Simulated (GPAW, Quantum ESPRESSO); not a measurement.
# K (Im-3m): the K K absorption edge, part 3 of 4

Do two independent programs agree on the K K edge of K (Im-3m)? The same cell and functional are run with XSpectra and with GPAW.

Quantum ESPRESSO 7.5 and GPAW 26.7.0; core-hole supercells, plane-wave PAW LDA.

So far. Step 8 (Spectrum with XCH, K atom 1 (Quantum ESPRESSO)): The total-energy difference is 3613.12 eV. One term is added: -19.73 eV, since the hole is spin-paired here and a spin-polarised one costs that much less in the free atom (computed apart). The photon energy is then 3593.39 eV. The tabulated edge of the element is 3608.4 eV. The functional leaves an error in such absolute values: in the free atom LDA prices this hole 11.1 eV below PBE (computed apart), and PBE is itself good to a few eV.

The database entry behind the starting cell lists a temperature near 5 K, so it need not match the best structure at ambient conditions.

## Step 9: Another broadening

Level of this step: X-ray absorption near-edge structure, plane-wave PAW LDA, one-electron final states by a Lanczos continued fraction (Quantum ESPRESSO).

The final state's lifetime shortens with energy, so measured features broaden above the edge; the saved Lanczos coefficients are redrawn with a width that grows.

File xspectra_plot.in:

```
&input_xspectra
   calculation='xanes_dipole', edge='K'
   prefix='x', outdir='tmp', xiabs=1, xe0=1.7167
   xonly_plot=.true., x_save_file='xanes.sav'
   xniter=3000, xcheck_conv=20, xerror=0.005
   xcoordcrys=.false., xepsilon(1)=1, xepsilon(2)=0, xepsilon(3)=0
/
&plot
   xnepoint=413, xemin=-10, xemax=45, terminator=.true., cut_occ_states=.true.
   gamma_mode='variable', gamma_energy(1)=4, gamma_energy(2)=25, gamma_value(1)=0.37, gamma_value(2)=2.5
/
&pseudos
   filecore='../K.wfc'
/
&cut_occ
   cut_desmooth=0.1, cut_stepl=0.05, cut_stepu=0.05, cut_ierror=1e-5
/
6 6 6 0 0 0
```

The run is started by

```console
OMP_NUM_THREADS=1 xspectra.x -in xspectra_plot.in > xspectra_plot.out
```

Numbers of over 12 decimals in the logs are rounded to 6 here.

The program printed:

```text
     [... banner and references ...]
Reading input_file
     -------------------------------------------------------------------------

     calculation: xanes_dipole

     xonly_plot: TRUE
        => only the spectrum plot

     main plot parameters:
        cut_occ_states: TRUE
        gamma_mode:  variable
        -> first, constant up to point ( 4.00, 0.37) [eV]
        -> then, linear up to point (25.00, 2.50) [eV]
        -> finally, constant up to xemax
        xemin [eV]: -10.00
        xemax [eV]:  45.00
        xnepoint:  413
[...]
xemin [eV]: -10.00
        xemax [eV]:  45.00
        xnepoint:  413
        energy-dependent broadening parameter:
         -> first, constant up to point ( 4.00, 0.37) [eV]
         -> then, linear up to point (25.00, 2.50) [eV]
         -> finally, constant up to xemax
        Core level energy [eV]:  -3608.
         (from electron binding energy of neutral atoms in X-ray data booklet)

     Cross-section successfully written in xanes.dat

     -------------------------------------------------------------------------
                                END JOB XSpectra
     -------------------------------------------------------------------------
[key lines of the parts left out:]
Fermi level [eV]:   2.0758
```

Wall time 3.4 s (1 MPI rank of Arm Neoverse V1, shared host); peak memory 0.05 GiB.

With a Lorentzian half width 0.37 eV up to 4 eV, rising linearly to 2.5 eV at 25 eV, the maxima are 0.9 eV (1.40), 3.6 eV (1.18), 6.7 eV (1.80) and 17.5 eV (1.05).

## Step 10: The field without a hole (GPAW)

The second program starts from its own ground state, on the same cell and functional.

File scf.py:

```python
import numpy as np
from ase import Atoms
from ase.parallel import parprint, paropen
from gpaw import GPAW, PW, FermiDirac, Mixer, MixerDif, setup_paths
from gpaw.test import gen
setup_paths.insert(0, '.')
gen('K', name='nch1s', xcname='LDA', corehole=(1, 0, 0), write_xml=True)
from gpaw.mpi import world
world.barrier()

atoms = Atoms('K',
    cell=[[-2.6125, 2.6125, 2.6125],
     [2.6125, -2.6125, 2.6125],
     [2.6125, 2.6125, -2.6125]],
    scaled_positions=[[0, 0, 0]],
    pbc=True)
atoms.calc = calc = GPAW(legacy_gpaw=True, mode=PW(500, force_complex_dtype=True), xc='LDA', setups={0: 'nch1s'},
    kpts={'size': (7, 7, 7), 'gamma': True}, occupations=FermiDirac(0.05),
    charge=0, mixer=Mixer(0.1, 5, 50), maxiter=150,
    convergence={'density': 0.0001, 'eigenstates': 1e-6}, txt='scf.txt')
energy = atoms.get_potential_energy() + calc.get_reference_energy()
ef = calc.get_fermi_level()
out = dict(energy=energy, fermi=ef, forces=atoms.get_forces().tolist())
parprint(f'all-electron energy {energy:.4f} eV, Fermi level {ef:.4f} eV')
ev = np.array([[calc.get_eigenvalues(k, s) for k in range(len(calc.get_ibz_k_points()))] for s in range(calc.get_number_of_spins())])
out['homo'], out['lumo'], out['counts'] = ev[ev < ef].max(), ev[ev > ef].min(), sorted(set((ev < ef).sum((0, 2)).tolist()))
out['filled'] = (ev[:, 0] < ef).sum(1).tolist()
import json
with paropen('out.json', 'w') as f:
    json.dump(out, f)
```

The run is started by

```console
OMP_NUM_THREADS=1 mpirun -n 4 gpaw python scf.py
```

The program printed:

```text
Input parameters:
  convergence: {density: 0.0001,
                eigenstates: 1e-06}
  kpts: {gamma: True,
         size: (7, 7, 7)}
  maxiter: 150
  mixer: {backend: pulay,
          beta: 0.1,
          method: separate,
          nmaxold: 5,
          weight: 50}
  mode: {ecut: 500.0,
         force_complex_dtype: True,
         name: pw}
  occupations: {fixmagmom: False,
                name: fermi-dirac,
[...]
3s(2) :    -1.292727     0.968078
4s(1) :    -0.089213     0.996153
3p(6) :    -0.692304     0.721542
*p    :     0.307696
*d    :     0.000000
--------------------------------

Diagonalizing with gridspacing h=0.050

state   all-electron     PAW
-------------------------------
3s:      -1.292727    -1.293301
3p:      -0.692304    -0.693571
*d:                    0.006385
*f:                    0.053587
-------------------------------
all-electron energy -16342.0270 eV, Fermi level 0.9053 eV
[key lines of the parts left out:]
Converged after 13 iterations.
Dipole moment: (-0.000000, 0.000000, 0.000000) |e|*Ang
Free energy:     -1.360478
Fermi level: 0.90532
```

It took 3.8 s on 4 MPI ranks; peak memory 0.16 GiB; 15 s of CPU time.

The mesh shows no gap, so the system is treated as a metal and the core electron is put at the Fermi level (neutral cell).

## Step 11: Spectrum without a core hole, K atom 1 (GPAW)

This cheap baseline ignores the attraction of the hole: it shows the absorber's empty states as they are in the ground state. The data set with a hole of occupation 0 only carries the core orbital.

File xas.py:

```python
import numpy as np
from ase import Atoms
from ase.parallel import parprint, paropen
from gpaw import GPAW, PW, FermiDirac, Mixer, MixerDif, setup_paths
from gpaw.test import gen
setup_paths.insert(0, '.')
gen('K', name='nch1s', xcname='LDA', corehole=(1, 0, 0), write_xml=True)
from gpaw.mpi import world
world.barrier()

atoms = Atoms('K',
    cell=[[-2.6125, 2.6125, 2.6125],
     [2.6125, -2.6125, 2.6125],
     [2.6125, 2.6125, -2.6125]],
    scaled_positions=[[0, 0, 0]],
    pbc=True)
atoms.calc = calc = GPAW(legacy_gpaw=True, mode=PW(500, force_complex_dtype=True), xc='LDA', setups={0: 'nch1s'},
    kpts={'size': (9, 9, 9), 'gamma': True}, occupations=FermiDirac(0.1),
    charge=0, mixer=Mixer(0.1, 5, 50), maxiter=150,
    convergence={'density': 0.0001, 'eigenstates': 1e-6}, txt='scf.txt')
energy = atoms.get_potential_energy() + calc.get_reference_energy()
ef = calc.get_fermi_level()
out = dict(energy=energy, fermi=ef, forces=atoms.get_forces().tolist())
parprint(f'all-electron energy {energy:.4f} eV, Fermi level {ef:.4f} eV')
ev = np.array([[calc.get_eigenvalues(k, s) for k in range(len(calc.get_ibz_k_points()))] for s in range(calc.get_number_of_spins())])
out['homo'], out['lumo'], out['counts'] = ev[ev < ef].max(), ev[ev > ef].min(), sorted(set((ev < ef).sum((0, 2)).tolist()))
out['filled'] = (ev[:, 0] < ef).sum(1).tolist()

from ase.units import Ha
from gpaw.xas import dipole_matrix_elements
nb = int(calc.get_number_of_electrons() / 2) + 46
top, nb = nb, nb + 8 + nb // 12
nscf = calc.fixed_density(kpts={'size': (8, 8, 8), 'gamma': True}, nbands=nb,
    convergence={'bands': top, 'eigenstates': 1e-5}, maxiter=60, txt='nscf.txt')
cell = atoms.cell.array
ops = [cell.T @ U.T @ np.linalg.inv(cell.T) for U in nscf.wfs.kd.symmetry.op_scc]
E = np.arange(-25, 34, 0.1)
fwhm = np.interp(E, [4, 25], [0.9, 3.5])
Y, X, zero, highest = 0, 0, 1e9, 1e9
for spin in range(nscf.get_number_of_spins()):
    wfs = nscf.wfs
    A = dipole_matrix_elements(wfs.setups[0])
    eps = np.zeros((wfs.kd.nibzkpts, nb))
    d = np.zeros((3, A.shape[1], wfs.kd.nibzkpts, nb), complex)
    for kpt in wfs.kpt_u:
        if kpt.s == spin and 0 in kpt.P_ani:
            eps[kpt.k] = kpt.eps_n * Ha
            d[:, :, kpt.k] = (kpt.weight * wfs.nspins / 2) ** 0.5 * np.inner(A, kpt.P_ani[0])
    world.sum(eps)
    world.sum(d)
    T = np.einsum('amkn,bmkn->abkn', d, d.conj()).real
    T = sum(np.einsum('ai,ijkn,bj->abkn', R, T, R) for R in ops) / len(ops)
    empty = eps > ef
    zero, highest = min(zero, eps[empty].min()), min(highest, eps[:, top - 1].min())
    lines = [(eps, T, empty)] if spin == 0 else lines + [(eps, T, empty)]
for eps, T, empty in lines:
    f = np.einsum('aakn->akn', T).reshape(3, -1)
    x = eps.ravel() - zero
    w = np.interp(x, E, fwhm) / 2.35482
    g = np.exp(-0.5 * ((E[:, None] - x) / w) ** 2) / (w * (2 * np.pi) ** 0.5)
    Y = Y + (f * empty.ravel()) @ g.T
    X = X + (f * ~empty.ravel()) @ g.T
out.update(E=E.round(2).tolist(), xas=Y.tolist(), xes=X.tolist(), zero=zero, valid=highest - zero, nk=len(eps), nb=nb)
for i in range(0, len(E), 10):
    parprint(f'{E[i]:7.2f}', *(f'{v:10.3e}' for v in Y[:, i]))
import json
with paropen('out.json', 'w') as f:
    json.dump(out, f)
```

The run is started by

```console
OMP_NUM_THREADS=1 mpirun -n 4 gpaw python xas.py
```

The program printed:

```text
Input parameters:
  convergence: {density: 0.0001,
                eigenstates: 1e-06}
  kpts: {gamma: True,
         size: (9, 9, 9)}
  maxiter: 150
  mixer: {backend: pulay,
          beta: 0.1,
          method: separate,
          nmaxold: 5,
          weight: 50}
  mode: {ecut: 500.0,
         force_complex_dtype: True,
         name: pw}
  occupations: {fixmagmom: False,
                name: fermi-dirac,
[...]
*p    :     0.307696
*d    :     0.000000
--------------------------------

Diagonalizing with gridspacing h=0.050

state   all-electron     PAW
-------------------------------
3s:      -1.292727    -1.293301
3p:      -0.692304    -0.693571
*d:                    0.006385
*f:                    0.053587
-------------------------------
all-electron energy -16342.0281 eV, Fermi level 0.9230 eV
[...]
32.00  1.309e-06  1.309e-06  1.309e-06
  33.00  1.420e-06  1.420e-06  1.420e-06
[key lines of the parts left out:]
Converged after 13 iterations.
Dipole moment: (0.000000, -0.000000, -0.000000) |e|*Ang
Free energy:     -1.369615
Fermi level: 0.92295
```

Elapsed: 15 s, on 4 MPI ranks; peak memory 0.2 GiB; 60 s of CPU time.

The K K spectrum, K atom 1, no core hole (energy from the lowest empty level; intensity scaled to a mean of 1 over the first 20 eV):

| E (eV) | intensity |
| --- | --- |
| -2.0 | 0.00 |
| -0.5 | 0.09 |
| 1.0 | 0.88 |
| 2.5 | 0.55 |
| 4.0 | 0.56 |
| 5.5 | 0.64 |
| 7.0 | 2.20 |
| 8.5 | 0.91 |
| 10.0 | 0.78 |
| 11.5 | 1.03 |
| 13.0 | 1.14 |
| 14.5 | 0.95 |
| 16.0 | 0.96 |
| 17.5 | 1.21 |
| 19.0 | 1.32 |
| 20.5 | 1.08 |
| 22.0 | 0.94 |
| 23.5 | 0.96 |
| 25.0 | 1.05 |
| 26.5 | 1.08 |
| 28.0 | 0.97 |
| 29.5 | 0.86 |
| 31.0 | 1.00 |

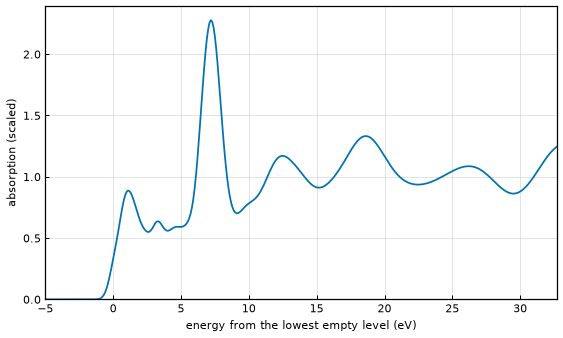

The K K edge, K atom 1, no core hole: main maxima at 7.2, 12.5 and 18.6 eV.

Main maxima below 30 eV (height): 1.1 eV (0.89), 3.3 eV (0.64), 7.2 eV (2.28), 12.5 eV (1.17), 18.6 eV (1.33) and 26.2 eV (1.09). 

The same matrix elements for filled bands give the K K emission of K atom 1 (ground-state approximation; energy from the lowest empty level, largest value 1):

```csv
E (eV),emission
-24.0,0.00
-22.5,0.00
-21.0,0.00
-19.5,0.00
-18.0,0.00
-16.5,0.09
-15.0,0.24
-13.5,0.00
-12.0,0.00
-10.5,0.00
-9.0,0.00
-7.5,0.00
-6.0,0.00
-4.5,0.00
-3.0,0.00
-1.5,0.00
0.0,0.00
1.5,0.00
3.0,0.00
```

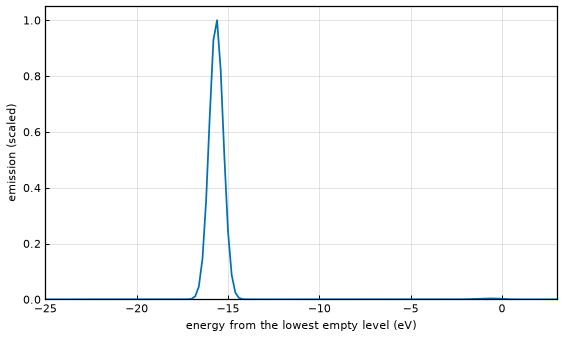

X-ray emission from the filled bands.

Emission maxima: -15.6 eV (1.00).

## Step 12: Reference energy of the supercell (GPAW)

Total energies of two programs can't be mixed, so the cell and mesh of GPAW's hole run get a reference energy of their own.

scf.py: that of step 10 with these lines changed.

```diff
@@ -10,10 +10,13 @@
 
-atoms = Atoms('K',
-    cell=[[-2.6125, 2.6125, 2.6125],
-     [2.6125, -2.6125, 2.6125],
-     [2.6125, 2.6125, -2.6125]],
-    scaled_positions=[[0, 0, 0]],
+atoms = Atoms('K4',
+    cell=[[5.225, -5.225, 0],
+     [5.225, 0, -5.225],
+     [5.225, 0, 5.225]],
+    scaled_positions=[[0, 0, 0],
+     [0, 0.5, 0.5],
+     [0.5, 0.75, 0.25],
+     [0.5, 0.25, 0.75]],
     pbc=True)
 atoms.calc = calc = GPAW(legacy_gpaw=True, mode=PW(500, force_complex_dtype=True), xc='LDA', setups={0: 'nch1s'},
-    kpts={'size': (7, 7, 7), 'gamma': True}, occupations=FermiDirac(0.05),
+    kpts={'size': (4, 4, 4), 'gamma': True}, occupations=FermiDirac(0.1),
     charge=0, mixer=Mixer(0.1, 5, 50), maxiter=150,
```

The run is started by

```console
OMP_NUM_THREADS=1 mpirun -n 4 gpaw python scf.py
```

The program printed:

```text
Input parameters:
  convergence: {density: 0.0001,
                eigenstates: 1e-06}
  kpts: {gamma: True,
         size: (4, 4, 4)}
  maxiter: 150
  mixer: {backend: pulay,
          beta: 0.1,
          method: separate,
          nmaxold: 5,
          weight: 50}
  mode: {ecut: 500.0,
         force_complex_dtype: True,
         name: pw}
  occupations: {fixmagmom: False,
                name: fermi-dirac,
[...]
3s(2) :    -1.292727     0.968078
4s(1) :    -0.089213     0.996153
3p(6) :    -0.692304     0.721542
*p    :     0.307696
*d    :     0.000000
--------------------------------

Diagonalizing with gridspacing h=0.050

state   all-electron     PAW
-------------------------------
3s:      -1.292727    -1.293301
3p:      -0.692304    -0.693571
*d:                    0.006385
*f:                    0.053587
-------------------------------
all-electron energy -65368.1038 eV, Fermi level 0.8962 eV
[key lines of the parts left out:]
Converged after 13 iterations.
Dipole moment: (-0.000000, 0.000000, -0.000000) |e|*Ang
Free energy:     -5.474369
Fermi level: 0.89615
```

Elapsed: 9.4 s, on 4 MPI ranks; peak memory 0.24 GiB.

Reference energy: -65368.104 eV with the cores included.

[end of part 3 of 4]

[Banner, clock and machine lines of the logs are left out without a mark of their own.]

[Logs are printed without paths, hosts, clocks, repeated set-up lines and the standing remarks that a program may print on its own settings, such as how far it seeks lower states.]

[Hosts, paths, dates, database ids (printed as entryN), source tags and the programs' standing remarks are cut or masked in the printed files.]

[Lists of maxima count a maximum above −3 eV only where it reaches 4 % of the highest in the window and stands out from its surroundings by 2 % of it (1.5 % where it reaches 55 %); shoulders and weaker maxima are passed over, and of the rest the first, up to two pre-edge ones and the few strongest are named.]
